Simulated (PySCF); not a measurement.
# MoO: a composite coupled-cluster curve

What constants does extrapolated CCSD(T) give for MoO, and what does each step add?

Method: CCSD(T) on ROHF, scalar-relativistic core potentials; program: PySCF 2.14.0.

### Step 1. Set-up

```
molecule             : MoO
state                : quintet, unpaired electrons σ ↑, π ↑, δ ↑↑
smaller basis        : Mo aug-cc-pVDZ-PP with ECP28, O aug-cc-pVDZ
larger basis         : Mo aug-cc-pVTZ-PP with ECP28, O aug-cc-pVTZ
frozen core orbitals : 5
extrapolation        : correlation as n⁻³ (n = 2, 3), Hartree–Fock as (n+1)·exp(−9√n)
corrections          : none
distances (Å)        : 1.4997, 1.5679, 1.6360, 1.7042, 1.7724, 1.8576, 1.9428
masses (u)           : 97.9054, 15.9949
dissociation limit   : Mo + O
```

Run with:

```
OMP_NUM_THREADS=4 python comp.py task.json out
```

### Step 2. Coupled cluster at each distance

The logs of the single runs were not kept.

Parts of the energy along the bond, in eV from Mo + O:

| R (Å) | HF/CBS | CCSD corr. | (T) | total |
| --- | --- | --- | --- | --- |
| 1.4997 | 0.166 | -3.542 | -0.4707 | -3.847 |
| 1.5679 | -0.508 | -3.646 | -0.5223 | -4.677 |
| 1.6360 | -0.788 | -3.741 | -0.5765 | -5.106 |
| 1.7042 | -0.775 | -3.834 | -0.6332 | -5.242 |
| 1.7724 | -0.548 | -3.930 | -0.6918 | -5.170 |
| 1.8576 | -0.063 | -4.061 | -0.7655 | -4.890 |
| 1.9428 | 0.553 | -4.210 | -0.8357 | -4.493 |

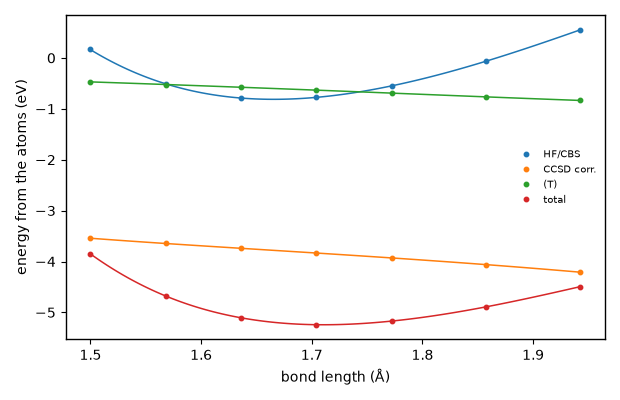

Mean field, correlation, triples and their sum against distance.

The whole job (state search and all levels along the bond) took 8.9 min on 4 threads of Intel Xeon 6975P-C (shared host), peak memory 15 GiB.

### Step 3. Results

| level | Re (Å) | ωe (cm⁻¹) | ωexe (cm⁻¹) | αe (cm⁻¹) | De (eV) |
| --- | --- | --- | --- | --- | --- |
| CCSD(T)/aug-cc-pVDZ(-PP) | 1.7274 | 886.9 | 4.98 | 0.00256 | 4.720 |
| CCSD(T)/aug-cc-pVTZ(-PP) | 1.7124 | 914.7 | 4.80 | 0.00245 | 5.125 |
| HF/CBS | 1.6655 | 1042.6 | 3.41 | 0.00181 | 0.813 |
| MP2/CBS | 1.6994 | 953.2 | 3.63 | 0.00224 | 5.872 |
| CCSD/CBS | 1.6920 | 972.1 | 4.53 | 0.00224 | 4.612 |
| CCSD(T)/CBS | 1.7107 | 920.1 | 4.78 | 0.00243 | 5.243 |

**Reading.** The last step gives Re = 1.7107 Å, ωe = 920.1 cm⁻¹ and De = 5.243 eV; the smaller basis alone is off from it by +16.6 mÅ and -0.52 eV. Near the minimum the mean field binds by 0.77 eV and correlation adds 4.47 eV of binding. T1 is 0.051, large enough to doubt a single reference. Spin–orbit coupling and excitations beyond (T) are left out.
